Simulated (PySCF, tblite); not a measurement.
# C5H8O2: dynamics, then NMR shifts on frames

How do NMR shifts of C5H8O2 (`C1OCC12COC2`) change as the atoms move?

Computed with tblite 0.8.0 and PySCF 2.14.0, with density-fitted response routines of our own, on a single molecule in the gas phase. Atoms count from 0, in the outputs and in this text.

**1. The molecule as given**

15 atoms, charge 0, multiplicity 1; geometry from: GFN2-xTB.

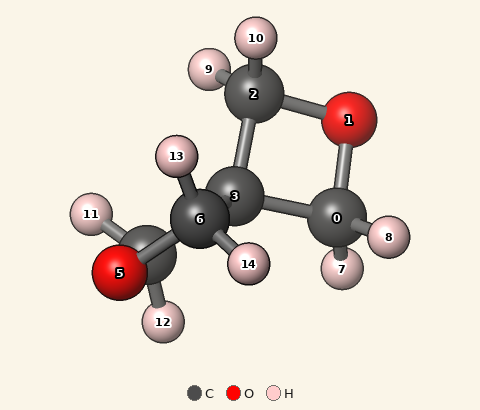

The starting geometry (carbon dark grey, oxygen red, hydrogen pink), atoms numbered.

**2. Thermal motion with GFN2-xTB**

The job: settings as JSON, then the geometry in Å.

```
{"job": {"kind": "md", "xc": "GFN2-xTB", "basis": "xTB", "temperature": 400, "steps": 2000, "every": 50, "frames": 5}, "charge": 0, "multiplicity": 1}
C     -1.111720    -0.222712    -1.026351
O     -1.552763    -1.396074    -0.341212
C     -0.545068    -1.263960     0.662691
C     -0.000691     0.000763    -0.000625
C      1.467502     0.169659    -0.390814
O      1.552934     1.396866     0.335387
C      0.187843     1.319247     0.749129
H     -0.771879    -0.446169    -2.042047
H     -1.886118     0.549718    -1.054835
H      0.138413    -2.118167     0.671469
H     -0.976594    -1.121803     1.657965
H      2.147971    -0.588522     0.007986
H      1.654650     0.311883    -1.459473
H      0.092851     1.257522     1.837461
H     -0.401745     2.159738     0.371359
```

Method: GFN2-xTB Langevin dynamics, gas phase.

Launch:

```bash
> OMP_NUM_THREADS=1 python probes_run.py task.json out
```

One launch serves the whole session: the jobs run in the order shown.

Output:

```text
t/fs     T/K      E/eV
    0.0   319.0   -622.13654
   25.0   140.8   -621.61485
   50.0   316.3   -621.67980
   75.0   291.0   -621.49523
  100.0   274.1   -621.53961
  125.0   297.0   -621.60546
  150.0   244.5   -621.39686
  175.0   296.9   -621.57410
  200.0   284.7   -621.56996
  225.0   356.1   -621.67930
  250.0   237.1   -621.60263
  275.0   277.2   -621.67442
  300.0   368.2   -621.53984
  325.0   316.8   -621.31887
  350.0   417.9   -621.39780
  375.0   367.2   -621.48464
  400.0   405.5   -621.50195
  425.0   452.6   -621.52451
  450.0   434.3   -621.47186
  475.0   401.5   -621.34110
  500.0   409.1   -621.55624
  525.0   307.3   -621.50916
  550.0   374.5   -621.52685
  575.0   325.6   -621.40236
  600.0   481.3   -621.54370
  625.0   494.1   -621.50162
  650.0   509.8   -621.35941
  675.0   712.9   -621.50457
  700.0   524.1   -621.05950
  725.0   669.0   -621.47085
  750.0   581.0   -621.16331
  775.0   477.4   -621.20801
  800.0   489.7   -621.28251
  825.0   359.3   -621.34132
  850.0   442.0   -621.61530
  875.0   349.2   -621.54656
  900.0   227.3   -621.24622
  925.0   373.5   -621.42290
  950.0   463.9   -621.45175
  975.0   465.1   -621.56598
 1000.0   339.7   -621.28623
```

Wall time 7.7 s (1 thread of Arm Neoverse V2, shared host); peak memory 0.18 GiB.

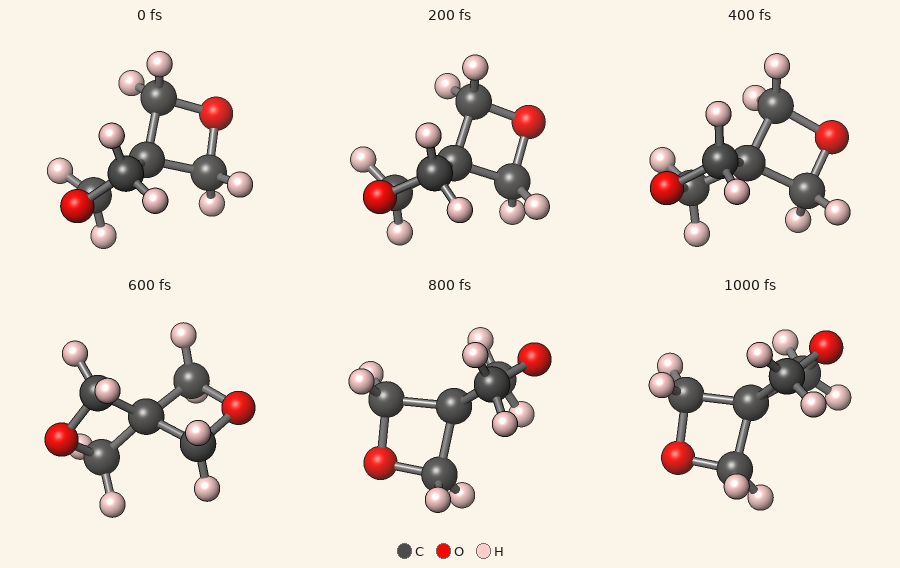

Frames of the run.

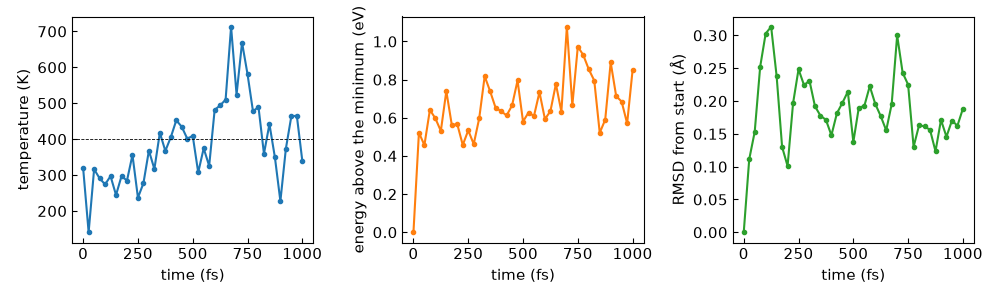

Temperature, potential energy and distance from the start.

Positions (Å) and forces (eV/Å) at 1000 fs:

```xyz
15

C    -1.223    0.492    1.056    1.081    1.795    0.518
O    -2.038   -0.598    0.724    0.215   -0.723    0.738
C    -1.083   -1.150   -0.181    1.036   -0.010    0.933
C     0.013   -0.078    0.239   -2.480    1.049   -1.317
C     0.793    0.861   -0.743   -2.248    0.077   -0.490
O     2.009    0.421   -0.272    1.161   -1.527    0.374
C     1.397   -0.372    0.778    0.930    0.289    0.923
H    -1.769    1.422    0.744    0.813   -0.381   -0.810
H    -0.983    0.840    2.108   -0.272   -1.548   -0.305
H    -1.563   -1.191   -1.146    0.488    0.324   -0.667
H    -0.738   -2.166    0.081   -0.286    0.131    0.139
H     0.607    0.680   -1.845    0.292    0.274    1.005
H     0.612    1.923   -0.458    0.046   -0.345   -0.487
H     1.753   -1.455    0.924   -0.433    1.498   -0.518
H     1.617    0.241    1.690   -0.343   -0.903   -0.036
```

**3. NMR shieldings: 250 fs, PBE0/pcSseg-1**

The job: settings as JSON, then the geometry in Å.

```
{"job": {"kind": "nmr", "xc": "PBE0", "basis": "pcSseg-1", "pop": false}, "charge": 0, "multiplicity": 1}
C     -1.214100    -0.231100    -1.367700
O     -1.966300    -1.102100    -0.602000
C     -0.838700    -1.321600     0.327300
C     -0.215300    -0.032400    -0.174000
C      1.300400     0.188100    -0.111900
O      1.141600     1.409700     0.594600
C     -0.282400     1.270000     0.548200
H     -0.695000    -0.774700    -2.201200
H     -1.712100     0.683800    -1.797900
H     -0.273600    -2.170800     0.107700
H     -1.280600    -1.406700     1.289700
H      1.922500    -0.529000     0.397700
H      1.744100     0.390200    -1.084900
H     -0.687600     1.123700     1.562200
H     -0.662700     2.128900    -0.017900
```

With the program's defaults for keys left out, this is: GIAO PBE0/pcSseg-1 NMR shielding, non-relativistic, gas phase.

Output:

```text
coarse grid: 12568 points
cycle   1  E = -345.0839492283  dE =  1.259e+00  |g| = 7.577e-01  |ddm| = 3.422e+00
cycle   2  E = -344.9351739920  dE =  1.488e-01  |g| = 1.190e+00  |ddm| = 1.811e+00
cycle   3  E = -345.1883789108  dE = -2.532e-01  |g| = 7.486e-02  |ddm| = 1.210e+00
cycle   4  E = -345.1893324302  dE = -9.535e-04  |g| = 3.313e-02  |ddm| = 8.311e-02
cycle   5  E = -345.1895794459  dE = -2.470e-04  |g| = 9.069e-03  |ddm| = 3.758e-02
cycle   6  E = -345.1895939315  dE = -1.449e-05  |g| = 3.092e-03  |ddm| = 8.536e-03
cycle   7  E = -345.1895957066  dE = -1.775e-06  |g| = 4.341e-04  |ddm| = 2.538e-03
final grid: 121432 points
cycle   8  E = -345.2547228709  dE = -2.207e-05  |g| = 1.471e-02  |ddm| = 2.877e-02
cycle   9  E = -345.2546683045  dE =  5.457e-05  |g| = 2.292e-02  |ddm| = 2.488e-02
cycle  10  E = -345.2547624559  dE = -9.415e-05  |g| = 1.437e-03  |ddm| = 1.642e-02
cycle  11  E = -345.2547629077  dE = -4.518e-07  |g| = 1.405e-04  |ddm| = 1.408e-03
cycle  12  E = -345.2547629111  dE = -3.382e-09  |g| = 6.715e-05  |ddm| = 1.854e-04
cycle  13  E = -345.2547629118  dE = -7.179e-10  |g| = 2.716e-05  |ddm| = 7.134e-05
converged SCF energy = -345.2547629118

GIAO shielding tensors (ppm)
atom      isotropic    diamagn.    paramagn.     s11        s22        s33       span
  0 C      100.188     247.675    -147.486     71.922     88.580    140.063     68.142
  1 O      312.143     398.141     -85.998    217.681    343.774    374.975    157.294
  2 C      106.672     247.694    -141.022     76.307     88.602    155.107     78.800
  3 C      138.914     243.072    -104.157    113.454    144.625    158.665     45.211
  4 C      110.527     245.105    -134.578     78.901     90.470    162.210     83.309
  5 O      349.283     397.314     -48.031    294.630    364.887    388.331     93.701
  6 C      101.624     246.259    -144.636     69.662     91.688    143.520     73.858
  7 H       26.145      29.351      -3.206     22.948     26.013     29.472      6.524
  8 H       26.765      28.929      -2.164     23.985     25.327     30.982      6.997
  9 H       28.204      31.451      -3.247     25.591     28.381     30.641      5.049
 10 H       27.770      30.670      -2.900     24.446     26.538     32.325      7.879
 11 H       27.476      30.074      -2.598     24.063     27.122     31.244      7.181
 12 H       26.873      29.717      -2.844     23.179     26.651     30.788      7.610
 13 H       25.886      29.411      -3.525     22.390     26.016     29.252      6.862
 14 H       26.202      29.766      -3.563     22.746     25.950     29.911      7.165
```

It took 19 s on 1 thread of Arm Neoverse V2, shared host; peak memory 0.73 GiB.

The references, computed at this level on geometries of the same kind, shield at (ppm): 1H TMS 31.72, 13C TMS 186.9, 17O H2O 336.1. Their shielding less the atom's gives the shift. The references are single molecules in the gas phase, so shifts against H2O, NH3, PH3, H3PO4 or CFCl3 are not on the usual liquid scales and can be off by tens of ppm. Each atom is listed at this fixed geometry, with no averaging over motion; a spectrum would average atoms that exchange fast.

```csv
atoms,environment,σ (ppm),δ (ppm)
C0,sp3 CH2 bonded to O,100.2,86.7
C6,sp3 CH2 bonded to O,101.6,85.3
C2,sp3 CH2 bonded to O,106.7,80.3
C4,sp3 CH2 bonded to O,110.5,76.4
C3,quaternary sp3 carbon in a ring,138.9,48.0
H13,hydrogen on an sp3 CH2 bonded to O,25.89,5.83
H7,hydrogen on an sp3 CH2 bonded to O,26.14,5.57
H14,hydrogen on an sp3 CH2 bonded to O,26.20,5.51
H8,hydrogen on an sp3 CH2 bonded to O,26.76,4.95
H12,hydrogen on an sp3 CH2 bonded to O,26.87,4.84
H11,hydrogen on an sp3 CH2 bonded to O,27.48,4.24
H10,hydrogen on an sp3 CH2 bonded to O,27.77,3.95
H9,hydrogen on an sp3 CH2 bonded to O,28.20,3.51
O1,ether oxygen,312.1,23.9
O5,ether oxygen,349.3,-13.2
```

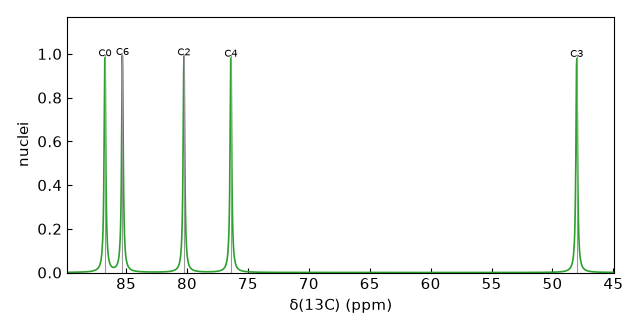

13C lines at the computed shifts, without couplings. Lines are broadened to a width of 0.15 ppm (Lorentzian).

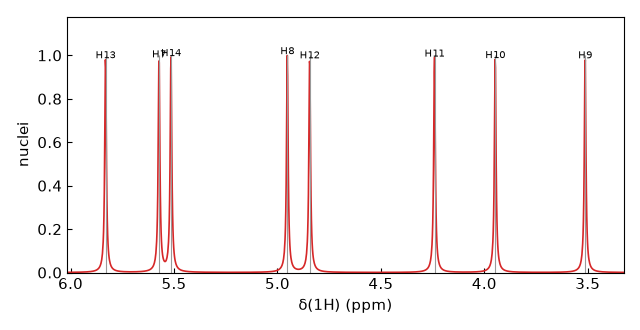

1H lines at the computed shifts, without couplings. Lines are broadened to a width of 0.01 ppm (Lorentzian).

Ring of atoms C0, O1, C2, C3: NICS(0) -1.5, NICS(1) 0.0, NICS(1)zz 4.4 ppm (means of both faces).

Ring of atoms C3, C4, O5, C6: NICS(0) 0.0, NICS(1) 1.3, NICS(1)zz 4.3 ppm (means of both faces).

Orbitals, density, ELF and potential are computed afterwards from the orbital file.

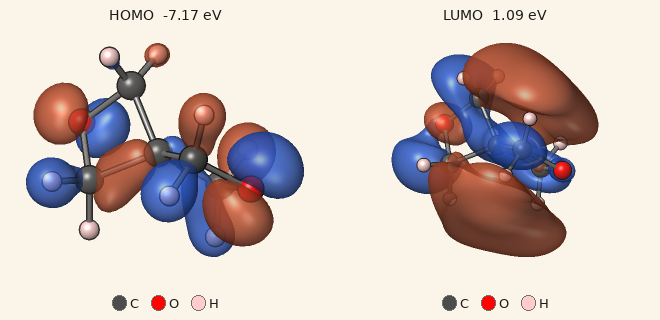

Frontier orbitals at PBE0/pcSseg-1; each surface holds 70 % of the orbital's density, blue and red mark the sign.

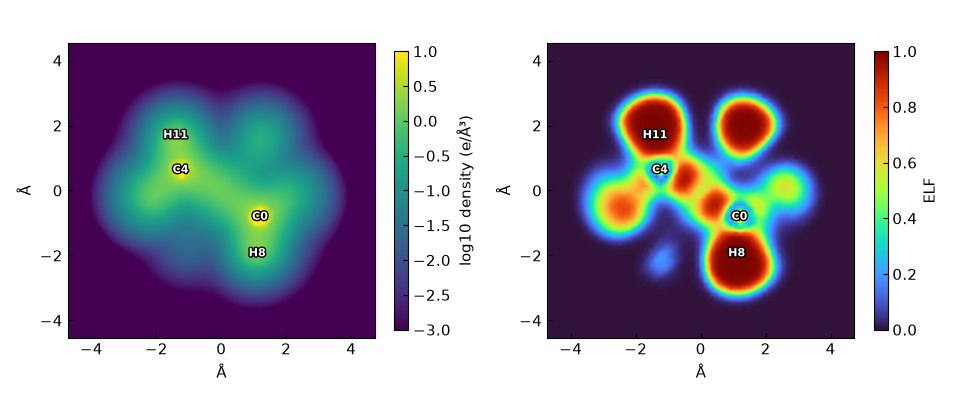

Density (left) and ELF (right) in a plane through or near 4 of the atoms.

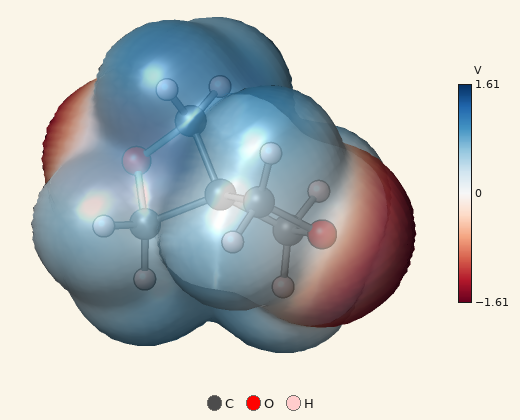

Electrostatic potential on the surface of density 0.002 e/bohr³; red is low, blue high. It runs, from the 1st to the 99th percentile, from -1.61 V near O5 to 1.07 V near H9.

**4. Shielding tensors: 425 fs, PBE0/pcSseg-1**

The job: settings as JSON, then the geometry in Å.

```
{"job": {"kind": "nmr", "xc": "PBE0", "basis": "pcSseg-1", "pop": false}, "charge": 0, "multiplicity": 1}
C     -1.276300    -0.025600    -1.081600
O     -1.976800    -1.161100    -0.656600
C     -1.132200    -1.364800     0.469900
C     -0.220300    -0.149700     0.076400
C      1.203400    -0.109800    -0.241700
O      1.490600     0.709600     0.874300
C      0.038000     0.945100     1.052600
H     -0.806200    -0.048800    -2.075500
H     -2.000000     0.851200    -1.047400
H     -0.682100    -2.389600     0.496800
H     -1.551200    -1.068100     1.508600
H      1.664200    -1.105700    -0.229600
H      1.403600     0.409000    -1.158000
H     -0.348400     0.709200     2.116600
H     -0.186800     1.957000     0.734800
```

Level: GIAO PBE0/pcSseg-1 NMR shielding, non-relativistic, gas phase.

Output:

```text
coarse grid: 12568 points
cycle   1  E = -345.0807276547  dE =  1.182e+00  |g| = 7.578e-01  |ddm| = 3.394e+00
cycle   2  E = -344.9272276183  dE =  1.535e-01  |g| = 1.199e+00  |ddm| = 1.785e+00
cycle   3  E = -345.1862225627  dE = -2.590e-01  |g| = 7.744e-02  |ddm| = 1.191e+00
cycle   4  E = -345.1871310181  dE = -9.085e-04  |g| = 4.081e-02  |ddm| = 8.625e-02
cycle   5  E = -345.1874749445  dE = -3.439e-04  |g| = 1.045e-02  |ddm| = 4.018e-02
cycle   6  E = -345.1874913181  dE = -1.637e-05  |g| = 3.927e-03  |ddm| = 8.458e-03
cycle   7  E = -345.1874942739  dE = -2.956e-06  |g| = 3.909e-04  |ddm| = 3.216e-03
final grid: 121432 points
cycle   8  E = -345.2524126828  dE = -2.008e-05  |g| = 1.468e-02  |ddm| = 3.116e-02
cycle   9  E = -345.2523550304  dE =  5.765e-05  |g| = 2.328e-02  |ddm| = 2.473e-02
cycle  10  E = -345.2524517389  dE = -9.671e-05  |g| = 1.299e-03  |ddm| = 1.636e-02
cycle  11  E = -345.2524521078  dE = -3.690e-07  |g| = 1.964e-04  |ddm| = 1.308e-03
cycle  12  E = -345.2524521131  dE = -5.250e-09  |g| = 1.135e-04  |ddm| = 2.338e-04
cycle  13  E = -345.2524521153  dE = -2.186e-09  |g| = 2.411e-05  |ddm| = 9.260e-05
cycle  14  E = -345.2524521154  dE = -1.058e-10  |g| = 5.109e-06  |ddm| = 2.715e-05
converged SCF energy = -345.2524521154

GIAO shielding tensors (ppm)
atom      isotropic    diamagn.    paramagn.     s11        s22        s33       span
  0 C      100.896     247.614    -146.719     73.468     81.799    147.420     73.953
  1 O      325.066     396.911     -71.845    268.118    347.490    359.590     91.472
  2 C       92.093     247.770    -155.676     66.694     80.218    129.368     62.674
  3 C      141.811     245.637    -103.826    128.906    141.791    154.736     25.830
  4 C      111.507     245.291    -133.784     83.586     94.229    156.706     73.120
  5 O      320.341     396.765     -76.424    256.264    331.067    373.693    117.429
  6 C       95.048     247.874    -152.826     63.971     82.893    138.279     74.308
  7 H       27.067      30.128      -3.061     24.134     26.974     30.092      5.959
  8 H       26.025      29.052      -3.027     22.625     25.499     29.952      7.327
  9 H       25.845      28.997      -3.152     22.948     25.102     29.485      6.537
 10 H       25.781      28.662      -2.881     22.944     25.669     28.729      5.785
 11 H       26.931      29.614      -2.684     23.768     25.967     31.057      7.288
 12 H       27.481      30.705      -3.225     24.336     27.246     30.859      6.523
 13 H       25.967      28.532      -2.566     23.176     25.334     29.389      6.213
 14 H       26.489      30.305      -3.816     23.433     26.374     29.660      6.227
```

It took 15 s on 1 thread of Arm Neoverse V2, shared host; peak memory 0.75 GiB.

Key values: δ C2 94.8, C6 91.9, C0 86.0, C4 75.4, H10 5.94, H9 5.87 ppm.

[end of part 1 of 2]
